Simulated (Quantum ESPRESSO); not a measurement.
Consider CdF2 (Fm-3m).

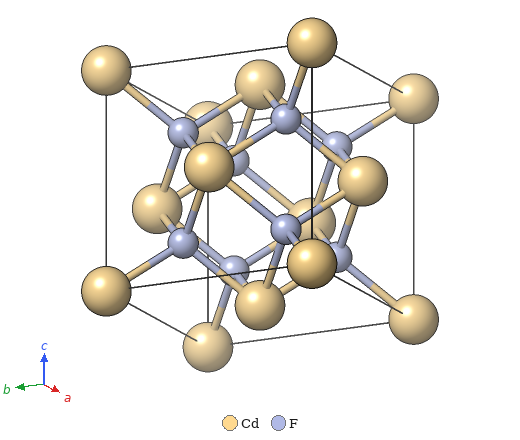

The structure (cadmium orange, fluorine light blue). Some periodic images of atoms are drawn too.

```
Cd F
1.0
     0.00000    2.69400    2.69400
     2.69400    0.00000    2.69400
     2.69400    2.69400    0.00000
Cd F
1 2
Direct
  0.00000 0.00000 0.00000
  0.75000 0.75000 0.75000
  0.25000 0.25000 0.25000
```

Absorber: atom 2, with 4 Cd at 2.33 Å (tetrahedral, site symmetry -43m). Method: Quantum ESPRESSO XSpectra, PBE, full core hole (charged cell), 18-atom cell with 6.6 Å between holes, 4×4×4 k points, dipole transitions, Lorentzian half width 0.3 eV up to 4 eV, rising linearly to 2.5 eV at 25 eV (counted from xe0, 1.4 eV below the zero used here).

**Question.** Predict the near-edge structure at the F K edge.

Main maxima up to 24 eV above the zero (height): 3.9 eV (1.93), 7.0 eV (1.33), 9.8 eV (1.54) and 18.6 eV (1.26). A K edge sees empty p states on the absorber. The total-energy difference plus the lowest empty eigenvalue puts the zero at 692.18 eV. One term is added: -9.97 eV, since the hole is spin-paired here and a spin-polarised one costs that much less in the free atom (computed apart). The photon energy is then 682.21 eV. The functional and the charged cell's background leave an error of a few eV in such absolute values.

The F K spectrum (energy from the lowest empty level; intensity scaled to a mean of 1 over the first 20 eV; the points at xe0, where the cut of filled states can leave a spike, are interpolated):

| E (eV) | intensity |
| --- | --- |
| -2.0 | 0.03 |
| -0.5 | 0.04 |
| 1.0 | 0.14 |
| 2.5 | 0.61 |
| 4.0 | 1.90 |
| 5.5 | 0.71 |
| 7.0 | 1.33 |
| 8.5 | 1.20 |
| 10.0 | 1.53 |
| 11.5 | 1.01 |
| 13.0 | 0.71 |
| 14.5 | 0.76 |
| 16.0 | 0.96 |
| 17.5 | 1.16 |
| 19.0 | 1.24 |
| 20.5 | 1.04 |
| 22.0 | 0.82 |
| 23.5 | 0.70 |
| 25.0 | 0.67 |
| 26.5 | 0.72 |
| 28.0 | 0.81 |
| 29.5 | 0.88 |
| 31.0 | 0.96 |

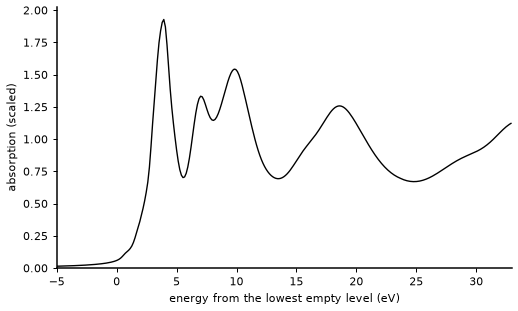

The F K edge.

Lifetime broadening is put in by hand, and intensities beyond about 20 eV depend on it and on the partial waves; weight that the partial waves miss at high energy is lost. The structure is a published determination, not relaxed.

[Banner, clock and machine lines of the logs are left out without a mark of their own.]

[Logs are printed without paths, hosts, clocks, repeated set-up lines and the standing remarks that a program may print on its own settings, such as how far it seeks lower states.]

[Hosts, paths, dates, database ids (printed as entryN), source tags and the programs' standing remarks are cut or masked in the printed files.]

[Lists of maxima count a maximum above −3 eV only where it reaches 4 % of the highest in the window and stands out from its surroundings by 2 % of it (1.5 % where it reaches 55 %); shoulders and weaker maxima are passed over, and of the rest the first, up to two pre-edge ones and the few strongest are named.]
